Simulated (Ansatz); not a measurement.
Input

```
crystal:
  lattice:
    - [3.7773192899, 0.0, 0.0]
    - [0.0, 3.7773192899, 0.0]
    - [0.0, 0.0, 8.9727242744]
  atoms:
    - { symbol: Sn, position: [0.5, 0.5, 0.7898303117] }
    - { symbol: Sn, position: [0.5, 0.5, 0.2101696883] }
    - { symbol: Sn, position: [0.0, 0.0, 0.0] }
    - { symbol: Ge, position: [0.0, 0.0, 0.5] }
    - { symbol: P, position: [0.5, 0.5, 0.5] }
basis:
  ecutwfc: 420
kpoints:
  mp_grid: { grid: [8, 8, 4] }
hamiltonian:
  xc: pbe
scf:
  occupations: { method: gaussian, width: 0.1 }
output:
  forces: true
  stress: true
  eigenvalues: true
  write_density: true
  write_potential: true
  elf: true
  volumetric_format: npy
relax:
  adjacent_minimum: "off"
  f_tol: 0.01
  max_steps: 80
  cell: { stress_tol: 0.05 }
```

Run with:

```sh
ansatz run input.yaml --threads 1 --pin off --max-ram 2560MiB --backend cpu --events-out ev --progress --plain --runs-dir out
```

Below, planes, directions and counts refer to the conventional cell (a = 3.62 Å, b = 3.62 Å, c = 9.65 Å, α = 90.00°, β = 90.00°, γ = 90.00°).

The fields are those of the run's last geometry, not of the input's.

Space group P4/mmm; a generated structure, not necessarily the stable one; computed without spin polarisation.

All numbers below come from DFT PBE, scalar-relativistic, plane waves, PAW in Ansatz 0.2.0.

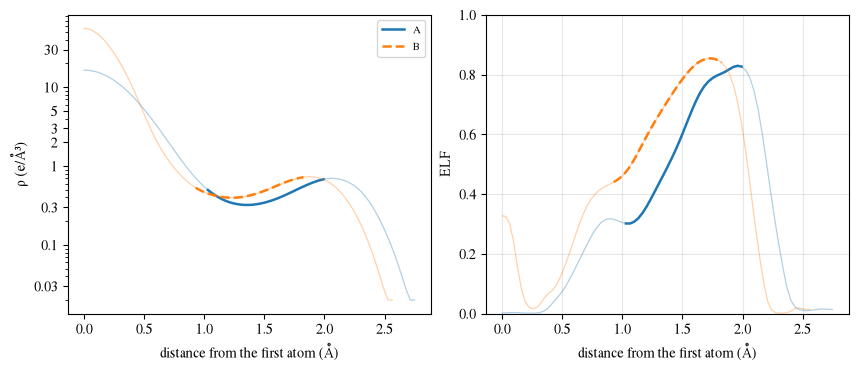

Sn3GeP. Valence pseudo-density and ELF along straight lines between neighbouring atoms. Thin, pale parts lie inside the atomic spheres.

In a PAW calculation such maps are meaningful between the atoms, not at the nuclei.

**Which curve belongs to which contact (Ge–P and Sn–P)? The first atom named is at distance zero.**

Curve A: Sn–P (2.75 Å): ρ at the midpoint is about 0.32 e/Å³; the ELF peaks at about 0.85 in the valence shell of P, 0.8 Å from its nucleus, and is about 0.50 at the midpoint. Curve B: Ge–P (2.56 Å): ρ is about 0.4 e/Å³ halfway; the ELF peaks at about 0.85 in the valence shell of P, 0.8 Å from its nucleus, and is about 0.65 at the midpoint.
